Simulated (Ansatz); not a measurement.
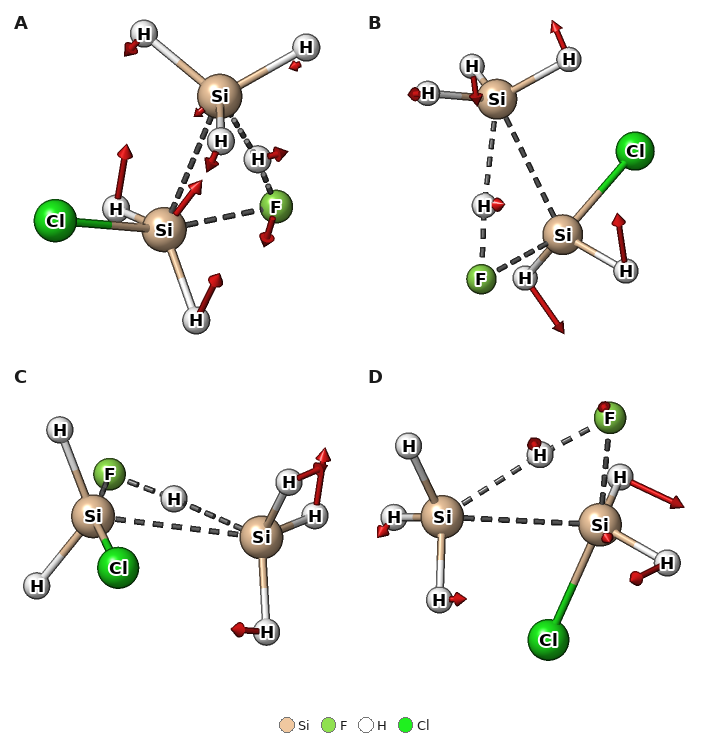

4 normal modes of one molecule or complex, as arrows. Broken sticks mark bonds that form or break. Harmonic vibrations computed with RKS PBE0-D4/def2-TZVP (Ansatz 0.2.0) at a stationary point of the same level. It is a saddle point of order 1.

Question: Match the panels to the wavenumbers 112 cm⁻¹, 306 cm⁻¹, 521 cm⁻¹, 944 cm⁻¹.

Answer: A: 306 cm⁻¹
B: 521 cm⁻¹
C: 944 cm⁻¹
D: 112 cm⁻¹
